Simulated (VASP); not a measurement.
Band structure of LaO (relaxed from the CsCl type structure, space group Pm-3m). Level of theory: PBEsol GGA, VASP's PBE PAW potentials (set 64) (plane waves; VASP 6.6.1).

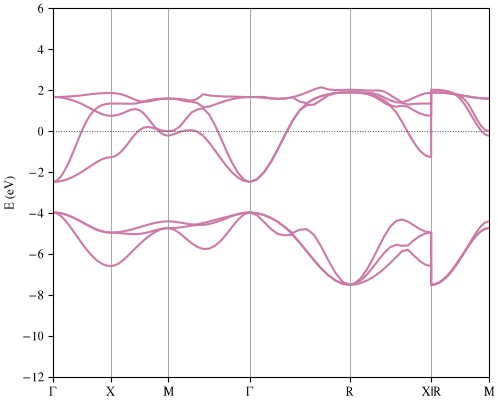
Figure: Bands along high-symmetry lines, zero at the valence-band maximum or, without a gap, the Fermi level

Q: Read the plot: is there a gap, and where are the band edges?

A: It has no gap at this level: it comes out as a metal or semimetal. (Edges off the drawn lines would not show.)

The structure was generated: LaO was put into the CsCl type type (Pm-3m), which need not be its known phase. It was relaxed first, which changed the volume by -33 %. The electron count is odd and the run is not spin-polarised, which forces a metal.
